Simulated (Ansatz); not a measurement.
**Si2NH7O: molecular dynamics (part 1 of 3)**

The run: molecular dynamics of Si2NH7O. Method and program: RKS B3LYP-D4/6-31G* (Ansatz 0.2.0).

It belongs to a series of runs on one base structure; here: dynamics from the start. Figures and captions count atoms from 1; the log counts them from 0 in places.

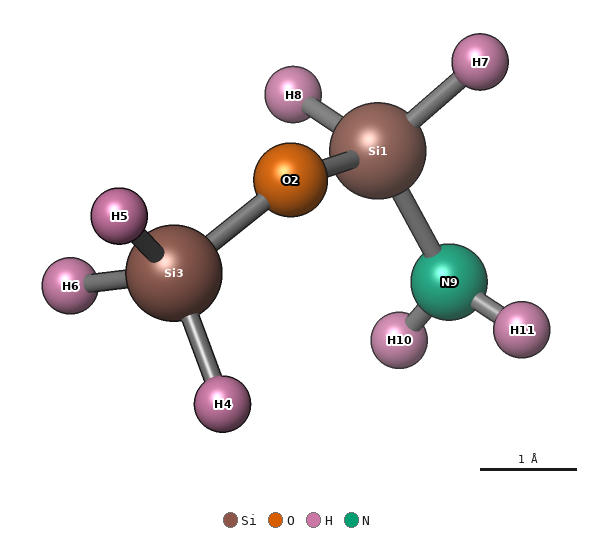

Figure 1. The input geometry (ball-and-stick view, seen at a tilt; atoms are numbered from 1 in the order of the input). Bond lengths as drawn: H–N 1.01 Å, H–Si 1.48 to 1.49 Å, N–Si 1.72 Å and O–Si 1.65 to 1.66 Å.

**Input**
```yaml
crystal:
  periodic: [false, false, false]
  atoms:
    - { symbol: Si, position_ang: [-0.01084, -0.116787, -0.035174] }
    - { symbol: O, position_ang: [-0.136393, -0.32411, 1.609072] }
    - { symbol: Si, position_ang: [-1.263278, -0.489501, 2.803857] }
    - { symbol: H, position_ang: [-1.830232, -1.867008, 2.817664] }
    - { symbol: H, position_ang: [-0.613519, -0.224768, 4.111931] }
    - { symbol: H, position_ang: [-2.388947, 0.471106, 2.619711] }
    - { symbol: H, position_ang: [1.426349, -0.283986, -0.345573] }
    - { symbol: H, position_ang: [-0.521612, 1.233665, -0.38199] }
    - { symbol: "N", position_ang: [-0.903649, -1.22191, -1.006681] }
    - { symbol: H, position_ang: [-1.892232, -1.086111, -1.17846] }
    - { symbol: H, position_ang: [-0.650847, -2.200789, -1.065157] }
basis:
  gaussian: { orbitals: "6-31G*" }
hamiltonian:
  xc: b3lyp
  dispersion: d4
md:
  timestep: 0.5
  n_steps: 100
  ensemble: nve
  temperature: 300.0
  initial_velocities: maxwell_boltzmann
  seed: 393140
  masses: [{ species: H, mass: 2.014 }]
```

Hardware: 1 thread of Arm Neoverse N1, 24 GiB of memory available, shared host.

Launched with:
```bash
ansatz run input.yaml --threads 1 --pin off --max-ram 2048MiB --backend cpu --events-out ev --progress --plain --runs-dir out
```

**Log**
```
Engine: ansatz 0.2.0, aarch64-unknown-linux-gnu
Functional definition: B3LYP
  parameter a0 = 0.2
  parameter ax = 0.72
  parameter ac = 0.81
  exchange = (1 - a0 - ax)*slater_x + ax*b88_x + a0*exact_x
  correlation = (1 - ac)*vwn_rpa_c + ac*lyp_c
881 factors; integrals over basis functions are off by at most 6.6e-4 eV
mean field evaluation 1: about -19399.8069 eV, gradient 7.2e1 eV
mean field evaluation 2: about -19382.4134 eV, gradient 1.2e2 eV
mean field evaluation 4: about -19408.9558 eV, gradient 7.9e0 eV
mean field evaluation 8: about -19409.0915 eV, gradient 7.6e-2 eV
mean field evaluation 16: about -19409.0915 eV, gradient 3.2e-5 eV
mean field -19409.09146768 eV, -713.2709554825 hartree, gradient 3.2e-5 eV, S^2 0.000000; 0 other end points of the search recorded, 0 dependent functions left out
the calculation of the forces begins
reference -19409.09173603 eV, -713.2709653442 hartree; 25, 25 occupied and 57, 57 virtual orbitals, 881 factors
md step     0: t =     0.00 fs  T =   300.0 K  F+E_penalty+E_count = -19409.44341819 eV  E_kin = 0.349002 eV  conserved = -19409.09441619 eV  (25 SCF iters)
these checks for a lower state are left out or cut short: starts, cluster_reference, orbital_swaps, neighbouring_geometries, increment
881 factors; integrals over basis functions are off by at most 6.6e-4 eV
mean field -19409.08768686 eV, -713.2708165399 hartree, gradient 7.2e-5 eV, S^2 0.000000; 0 other end points of the search recorded, 0 dependent functions left out
the calculation of the forces begins
reference -19409.08795522 eV, -713.2708264018 hartree; 25, 25 occupied and 57, 57 virtual orbitals, 881 factors
md step     1: t =     0.50 fs  T =   296.6 K  F+E_penalty+E_count = -19409.43943980 eV  E_kin = 0.345080 eV  conserved = -19409.09435957 eV  (26 SCF iters)
[... from here on the SCF iterations and repeated set-up lines of each step are left out, up to the last step ...]
md step     2: t =     1.00 fs  T =   287.1 K  F+E_penalty+E_count = -19409.42829137 eV  E_kin = 0.334052 eV  conserved = -19409.09423940 eV  (25 SCF iters)
md step     3: t =     1.50 fs  T =   273.1 K  F+E_penalty+E_count = -19409.41179830 eV  E_kin = 0.317713 eV  conserved = -19409.09408503 eV  (26 SCF iters)
md step     4: t =     2.00 fs  T =   256.5 K  F+E_penalty+E_count = -19409.39233877 eV  E_kin = 0.298407 eV  conserved = -19409.09393153 eV  (23 SCF iters)
md step     5: t =     2.50 fs  T =   239.4 K  F+E_penalty+E_count = -19409.37229766 eV  E_kin = 0.278487 eV  conserved = -19409.09381095 eV  (23 SCF iters)
md step     6: t =     3.00 fs  T =   223.3 K  F+E_penalty+E_count = -19409.35356854 eV  E_kin = 0.259825 eV  conserved = -19409.09374329 eV  (22 SCF iters)
md step     7: t =     3.50 fs  T =   209.3 K  F+E_penalty+E_count = -19409.33723165 eV  E_kin = 0.243499 eV  conserved = -19409.09373307 eV  (23 SCF iters)
md step     8: t =     4.00 fs  T =   197.5 K  F+E_penalty+E_count = -19409.32347328 eV  E_kin = 0.229702 eV  conserved = -19409.09377093 eV  (23 SCF iters)
md step     9: t =     4.50 fs  T =   187.3 K  F+E_penalty+E_count = -19409.31173194 eV  E_kin = 0.217895 eV  conserved = -19409.09383678 eV  (23 SCF iters)
md step    10: t =     5.00 fs  T =   178.0 K  F+E_penalty+E_count = -19409.30100123 eV  E_kin = 0.207093 eV  conserved = -19409.09390824 eV  (23 SCF iters)
md step    11: t =     5.50 fs  T =   168.7 K  F+E_penalty+E_count = -19409.29018140 eV  E_kin = 0.196216 eV  conserved = -19409.09396518 eV  (23 SCF iters)
md step    12: t =     6.00 fs  T =   158.5 K  F+E_penalty+E_count = -19409.27839961 eV  E_kin = 0.184407 eV  conserved = -19409.09399281 eV  (23 SCF iters)
md step    13: t =     6.50 fs  T =   147.2 K  F+E_penalty+E_count = -19409.26524879 eV  E_kin = 0.171266 eV  conserved = -19409.09398273 eV  (22 SCF iters)
md step    14: t =     7.00 fs  T =   134.9 K  F+E_penalty+E_count = -19409.25092281 eV  E_kin = 0.156989 eV  conserved = -19409.09393355 eV  (23 SCF iters)
md step    15: t =     7.50 fs  T =   122.4 K  F+E_penalty+E_count = -19409.23623301 eV  E_kin = 0.142381 eV  conserved = -19409.09385209 eV  (23 SCF iters)
md step    16: t =     8.00 fs  T =   110.7 K  F+E_penalty+E_count = -19409.22248880 eV  E_kin = 0.128734 eV  conserved = -19409.09375515 eV  (23 SCF iters)
md step    17: t =     8.50 fs  T =   101.1 K  F+E_penalty+E_count = -19409.21123040 eV  E_kin = 0.117564 eV  conserved = -19409.09366624 eV  (23 SCF iters)
md step    18: t =     9.00 fs  T =    94.8 K  F+E_penalty+E_count = -19409.20384957 eV  E_kin = 0.110237 eV  conserved = -19409.09361220 eV  (23 SCF iters)
md step    19: t =     9.50 fs  T =    92.5 K  F+E_penalty+E_count = -19409.20117752 eV  E_kin = 0.107564 eV  conserved = -19409.09361336 eV  (23 SCF iters)
md step    20: t =    10.00 fs  T =    94.1 K  F+E_penalty+E_count = -19409.20317640 eV  E_kin = 0.109501 eV  conserved = -19409.09367514 eV  (23 SCF iters)
md step    21: t =    10.50 fs  T =    98.9 K  F+E_penalty+E_count = -19409.20885947 eV  E_kin = 0.115075 eV  conserved = -19409.09378472 eV  (25 SCF iters)
md step    22: t =    11.00 fs  T =   105.4 K  F+E_penalty+E_count = -19409.21649498 eV  E_kin = 0.122581 eV  conserved = -19409.09391392 eV  (23 SCF iters)
md step    23: t =    11.50 fs  T =   111.8 K  F+E_penalty+E_count = -19409.22404681 eV  E_kin = 0.130019 eV  conserved = -19409.09402828 eV  (22 SCF iters)
md step    24: t =    12.00 fs  T =   116.6 K  F+E_penalty+E_count = -19409.22971523 eV  E_kin = 0.135619 eV  conserved = -19409.09409643 eV  (23 SCF iters)
md step    25: t =    12.50 fs  T =   118.9 K  F+E_penalty+E_count = -19409.23241887 eV  E_kin = 0.138318 eV  conserved = -19409.09410062 eV  (21 SCF iters)
md step    26: t =    13.00 fs  T =   118.7 K  F+E_penalty+E_count = -19409.23207696 eV  E_kin = 0.138037 eV  conserved = -19409.09403992 eV  (24 SCF iters)
md step    27: t =    13.50 fs  T =   116.6 K  F+E_penalty+E_count = -19409.22962437 eV  E_kin = 0.135694 eV  conserved = -19409.09393069 eV  (23 SCF iters)
md step    28: t =    14.00 fs  T =   114.3 K  F+E_penalty+E_count = -19409.22675602 eV  E_kin = 0.132954 eV  conserved = -19409.09380241 eV  (22 SCF iters)
md step    29: t =    14.50 fs  T =   113.3 K  F+E_penalty+E_count = -19409.22546603 eV  E_kin = 0.131776 eV  conserved = -19409.09369015 eV  (23 SCF iters)
md step    30: t =    15.00 fs  T =   115.1 K  F+E_penalty+E_count = -19409.22750232 eV  E_kin = 0.133878 eV  conserved = -19409.09362438 eV  (23 SCF iters)
md step    31: t =    15.50 fs  T =   120.6 K  F+E_penalty+E_count = -19409.23388960 eV  E_kin = 0.140267 eV  conserved = -19409.09362270 eV  (22 SCF iters)
md step    32: t =    16.00 fs  T =   129.8 K  F+E_penalty+E_count = -19409.24465491 eV  E_kin = 0.150970 eV  conserved = -19409.09368492 eV  (23 SCF iters)
md step    33: t =    16.50 fs  T =   141.9 K  F+E_penalty+E_count = -19409.25882724 eV  E_kin = 0.165033 eV  conserved = -19409.09379474 eV  (23 SCF iters)
md step    34: t =    17.00 fs  T =   155.4 K  F+E_penalty+E_count = -19409.27468910 eV  E_kin = 0.180763 eV  conserved = -19409.09392625 eV  (24 SCF iters)
md step    35: t =    17.50 fs  T =   168.6 K  F+E_penalty+E_count = -19409.29018328 eV  E_kin = 0.196133 eV  conserved = -19409.09405066 eV  (24 SCF iters)
md step    36: t =    18.00 fs  T =   179.8 K  F+E_penalty+E_count = -19409.30335937 eV  E_kin = 0.209215 eV  conserved = -19409.09414435 eV  (22 SCF iters)
md step    37: t =    18.50 fs  T =   187.9 K  F+E_penalty+E_count = -19409.31275648 eV  E_kin = 0.218566 eV  conserved = -19409.09419047 eV  (24 SCF iters)
md step    38: t =    19.00 fs  T =   192.1 K  F+E_penalty+E_count = -19409.31767272 eV  E_kin = 0.223491 eV  conserved = -19409.09418141 eV  (23 SCF iters)
md step    39: t =    19.50 fs  T =   192.7 K  F+E_penalty+E_count = -19409.31828956 eV  E_kin = 0.224171 eV  conserved = -19409.09411883 eV  (23 SCF iters)
md step    40: t =    20.00 fs  T =   190.5 K  F+E_penalty+E_count = -19409.31563525 eV  E_kin = 0.221619 eV  conserved = -19409.09401584 eV  (24 SCF iters)
md step    41: t =    20.50 fs  T =   186.9 K  F+E_penalty+E_count = -19409.31136709 eV  E_kin = 0.217470 eV  conserved = -19409.09389731 eV  (23 SCF iters)
md step    42: t =    21.00 fs  T =   183.6 K  F+E_penalty+E_count = -19409.30737535 eV  E_kin = 0.213581 eV  conserved = -19409.09379481 eV  (24 SCF iters)
md step    43: t =    21.50 fs  T =   181.8 K  F+E_penalty+E_count = -19409.30527526 eV  E_kin = 0.211535 eV  conserved = -19409.09374068 eV  (24 SCF iters)
md step    44: t =    22.00 fs  T =   182.4 K  F+E_penalty+E_count = -19409.30591093 eV  E_kin = 0.212156 eV  conserved = -19409.09375529 eV  (24 SCF iters)
md step    45: t =    22.50 fs  T =   185.0 K  F+E_penalty+E_count = -19409.30904769 eV  E_kin = 0.215210 eV  conserved = -19409.09383808 eV  (24 SCF iters)
md step    46: t =    23.00 fs  T =   188.6 K  F+E_penalty+E_count = -19409.31338818 eV  E_kin = 0.219422 eV  conserved = -19409.09396618 eV  (24 SCF iters)
md step    47: t =    23.50 fs  T =   191.5 K  F+E_penalty+E_count = -19409.31693522 eV  E_kin = 0.222836 eV  conserved = -19409.09409968 eV  (24 SCF iters)
md step    48: t =    24.00 fs  T =   192.0 K  F+E_penalty+E_count = -19409.31760208 eV  E_kin = 0.223404 eV  conserved = -19409.09419821 eV  (24 SCF iters)
md step    49: t =    24.50 fs  T =   188.8 K  F+E_penalty+E_count = -19409.31386023 eV  E_kin = 0.219631 eV  conserved = -19409.09422928 eV  (24 SCF iters)
md step    50: t =    25.00 fs  T =   181.4 K  F+E_penalty+E_count = -19409.30523600 eV  E_kin = 0.211055 eV  conserved = -19409.09418115 eV  (23 SCF iters)
md step    51: t =    25.50 fs  T =   170.6 K  F+E_penalty+E_count = -19409.29249540 eV  E_kin = 0.198430 eV  conserved = -19409.09406499 eV  (23 SCF iters)
md step    52: t =    26.00 fs  T =   157.8 K  F+E_penalty+E_count = -19409.27746832 eV  E_kin = 0.183556 eV  conserved = -19409.09391219 eV  (24 SCF iters)
md step    53: t =    26.50 fs  T =   145.1 K  F+E_penalty+E_count = -19409.26255706 eV  E_kin = 0.168792 eV  conserved = -19409.09376512 eV  (22 SCF iters)
md step    54: t =    27.00 fs  T =   134.4 K  F+E_penalty+E_count = -19409.25007313 eV  E_kin = 0.156408 eV  conserved = -19409.09366465 eV  (23 SCF iters)
md step    55: t =    27.50 fs  T =   127.2 K  F+E_penalty+E_count = -19409.24160505 eV  E_kin = 0.147970 eV  conserved = -19409.09363530 eV  (23 SCF iters)
md step    56: t =    28.00 fs  T =   123.7 K  F+E_penalty+E_count = -19409.23762637 eV  E_kin = 0.143947 eV  conserved = -19409.09367985 eV  (21 SCF iters)
md step    57: t =    28.50 fs  T =   123.5 K  F+E_penalty+E_count = -19409.23745256 eV  E_kin = 0.143674 eV  conserved = -19409.09377854 eV  (23 SCF iters)
md step    58: t =    29.00 fs  T =   125.2 K  F+E_penalty+E_count = -19409.23953619 eV  E_kin = 0.145637 eV  conserved = -19409.09389965 eV  (23 SCF iters)
md step    59: t =    29.50 fs  T =   127.2 K  F+E_penalty+E_count = -19409.24195859 eV  E_kin = 0.147948 eV  conserved = -19409.09401017 eV  (23 SCF iters)
md step    60: t =    30.00 fs  T =   128.0 K  F+E_penalty+E_count = -19409.24294727 eV  E_kin = 0.148862 eV  conserved = -19409.09408514 eV  (23 SCF iters)
md step    61: t =    30.50 fs  T =   126.5 K  F+E_penalty+E_count = -19409.24128151 eV  E_kin = 0.147171 eV  conserved = -19409.09411047 eV  (23 SCF iters)
md step    62: t =    31.00 fs  T =   122.4 K  F+E_penalty+E_count = -19409.23652993 eV  E_kin = 0.142448 eV  conserved = -19409.09408230 eV  (23 SCF iters)
md step    63: t =    31.50 fs  T =   116.1 K  F+E_penalty+E_count = -19409.22912138 eV  E_kin = 0.135115 eV  conserved = -19409.09400593 eV  (23 SCF iters)
md step    64: t =    32.00 fs  T =   108.6 K  F+E_penalty+E_count = -19409.22026708 eV  E_kin = 0.126374 eV  conserved = -19409.09389340 eV  (26 SCF iters)
md step    65: t =    32.50 fs  T =   101.4 K  F+E_penalty+E_count = -19409.21175221 eV  E_kin = 0.117986 eV  conserved = -19409.09376605 eV  (23 SCF iters)
md step    66: t =    33.00 fs  T =    96.2 K  F+E_penalty+E_count = -19409.20559458 eV  E_kin = 0.111943 eV  conserved = -19409.09365123 eV  (23 SCF iters)
md step    67: t =    33.50 fs  T =    94.6 K  F+E_penalty+E_count = -19409.20360587 eV  E_kin = 0.110028 eV  conserved = -19409.09357821 eV  (22 SCF iters)
md step    68: t =    34.00 fs  T =    97.4 K  F+E_penalty+E_count = -19409.20693126 eV  E_kin = 0.113361 eV  conserved = -19409.09356985 eV  (23 SCF iters)
md step    69: t =    34.50 fs  T =   104.9 K  F+E_penalty+E_count = -19409.21569581 eV  E_kin = 0.122062 eV  conserved = -19409.09363383 eV  (23 SCF iters)
md step    70: t =    35.00 fs  T =   116.2 K  F+E_penalty+E_count = -19409.22889025 eV  E_kin = 0.135132 eV  conserved = -19409.09375830 eV  (22 SCF iters)
md step    71: t =    35.50 fs  T =   129.5 K  F+E_penalty+E_count = -19409.24456477 eV  E_kin = 0.150652 eV  conserved = -19409.09391263 eV  (23 SCF iters)
md step    72: t =    36.00 fs  T =   142.9 K  F+E_penalty+E_count = -19409.26030108 eV  E_kin = 0.166243 eV  conserved = -19409.09405787 eV  (24 SCF iters)
md step    73: t =    36.50 fs  T =   154.4 K  F+E_penalty+E_count = -19409.27382318 eV  E_kin = 0.179666 eV  conserved = -19409.09415740 eV  (24 SCF iters)
md step    74: t =    37.00 fs  T =   162.8 K  F+E_penalty+E_count = -19409.28357002 eV  E_kin = 0.189382 eV  conserved = -19409.09418774 eV  (24 SCF iters)
md step    75: t =    37.50 fs  T =   167.5 K  F+E_penalty+E_count = -19409.28906275 eV  E_kin = 0.194918 eV  conserved = -19409.09414516 eV  (24 SCF iters)
md step    76: t =    38.00 fs  T =   169.3 K  F+E_penalty+E_count = -19409.29096197 eV  E_kin = 0.196915 eV  conserved = -19409.09404713 eV  (24 SCF iters)
md step    77: t =    38.50 fs  T =   169.2 K  F+E_penalty+E_count = -19409.29079385 eV  E_kin = 0.196867 eV  conserved = -19409.09392698 eV  (23 SCF iters)
md step    78: t =    39.00 fs  T =   169.0 K  F+E_penalty+E_count = -19409.29042298 eV  E_kin = 0.196597 eV  conserved = -19409.09382556 eV  (22 SCF iters)
md step    79: t =    39.50 fs  T =   169.9 K  F+E_penalty+E_count = -19409.29142553 eV  E_kin = 0.197650 eV  conserved = -19409.09377580 eV  (23 SCF iters)
md step    80: t =    40.00 fs  T =   172.6 K  F+E_penalty+E_count = -19409.29457403 eV  E_kin = 0.200782 eV  conserved = -19409.09379242 eV  (23 SCF iters)
md step    81: t =    40.50 fs  T =   176.8 K  F+E_penalty+E_count = -19409.29960077 eV  E_kin = 0.205733 eV  conserved = -19409.09386822 eV  (23 SCF iters)
md step    82: t =    41.00 fs  T =   181.7 K  F+E_penalty+E_count = -19409.30530433 eV  E_kin = 0.211325 eV  conserved = -19409.09397886 eV  (22 SCF iters)
md step    83: t =    41.50 fs  T =   185.5 K  F+E_penalty+E_count = -19409.30992926 eV  E_kin = 0.215837 eV  conserved = -19409.09409190 eV  (23 SCF iters)
md step    84: t =    42.00 fs  T =   187.0 K  F+E_penalty+E_count = -19409.31166744 eV  E_kin = 0.217489 eV  conserved = -19409.09417845 eV  (23 SCF iters)
md step    85: t =    42.50 fs  T =   184.7 K  F+E_penalty+E_count = -19409.30911530 eV  E_kin = 0.214896 eV  conserved = -19409.09421903 eV  (23 SCF iters)
md step    86: t =    43.00 fs  T =   178.3 K  F+E_penalty+E_count = -19409.30158797 eV  E_kin = 0.207382 eV  conserved = -19409.09420613 eV  (22 SCF iters)
md step    87: t =    43.50 fs  T =   167.7 K  F+E_penalty+E_count = -19409.28925677 eV  E_kin = 0.195115 eV  conserved = -19409.09414151 eV  (25 SCF iters)
md step    88: t =    44.00 fs  T =   153.9 K  F+E_penalty+E_count = -19409.27312948 eV  E_kin = 0.179095 eV  conserved = -19409.09403455 eV  (23 SCF iters)
md step    89: t =    44.50 fs  T =   138.4 K  F+E_penalty+E_count = -19409.25489774 eV  E_kin = 0.160996 eV  conserved = -19409.09390176 eV  (23 SCF iters)
md step    90: t =    45.00 fs  T =   122.8 K  F+E_penalty+E_count = -19409.23666721 eV  E_kin = 0.142901 eV  conserved = -19409.09376589 eV  (22 SCF iters)
md step    91: t =    45.50 fs  T =   109.1 K  F+E_penalty+E_count = -19409.22058939 eV  E_kin = 0.126936 eV  conserved = -19409.09365346 eV  (23 SCF iters)
md step    92: t =    46.00 fs  T =    98.7 K  F+E_penalty+E_count = -19409.20843841 eV  E_kin = 0.114849 eV  conserved = -19409.09358964 eV  (22 SCF iters)
md step    93: t =    46.50 fs  T =    92.5 K  F+E_penalty+E_count = -19409.20121713 eV  E_kin = 0.107626 eV  conserved = -19409.09359081 eV  (22 SCF iters)
md step    94: t =    47.00 fs  T =    90.5 K  F+E_penalty+E_count = -19409.19890620 eV  E_kin = 0.105248 eV  conserved = -19409.09365793 eV  (22 SCF iters)
md step    95: t =    47.50 fs  T =    91.7 K  F+E_penalty+E_count = -19409.20045551 eV  E_kin = 0.106682 eV  conserved = -19409.09377398 eV  (23 SCF iters)
md step    96: t =    48.00 fs  T =    94.7 K  F+E_penalty+E_count = -19409.20405404 eV  E_kin = 0.110146 eV  conserved = -19409.09390768 eV  (23 SCF iters)
md step    97: t =    48.50 fs  T =    97.7 K  F+E_penalty+E_count = -19409.20762257 eV  E_kin = 0.113601 eV  conserved = -19409.09402143 eV  (22 SCF iters)
md step    98: t =    49.00 fs  T =    99.1 K  F+E_penalty+E_count = -19409.20940013 eV  E_kin = 0.115318 eV  conserved = -19409.09408217 eV  (23 SCF iters)
md step    99: t =    49.50 fs  T =    98.3 K  F+E_penalty+E_count = -19409.20845784 eV  E_kin = 0.114387 eV  conserved = -19409.09407105 eV  (22 SCF iters)
these checks for a lower state are left out or cut short: starts, cluster_reference, orbital_swaps, neighbouring_geometries, increment
881 factors; integrals over basis functions are off by at most 6.5e-4 eV
mean field evaluation 672: about -19408.8526 eV, gradient 6.3e-4 eV
mean field -19408.85258172 eV, -713.2621765856 hartree, gradient 1.4e-5 eV, S^2 0.000000; 0 other end points of the search recorded, 0 dependent functions left out
the calculation of the forces begins
reference -19408.85284912 eV, -713.2621864120 hartree; 25, 25 occupied and 57, 57 virtual orbitals, 881 factors
881 factors; integrals over basis functions are off by at most 6.5e-4 eV
mean field -19408.85258172 eV, -713.2621765856 hartree, gradient 1.4e-5 eV, S^2 0.000000; 1 other end points of the search recorded, 0 dependent functions left out
the calculation of the forces begins
reference -19408.85284912 eV, -713.2621864120 hartree; 25, 25 occupied and 57, 57 virtual orbitals, 881 factors
md step   100: t =    50.00 fs  T =    95.4 K  F+E_penalty+E_count = -19409.20498862 eV  E_kin = 0.110999 eV  conserved = -19409.09398984 eV  (25 SCF iters)
```
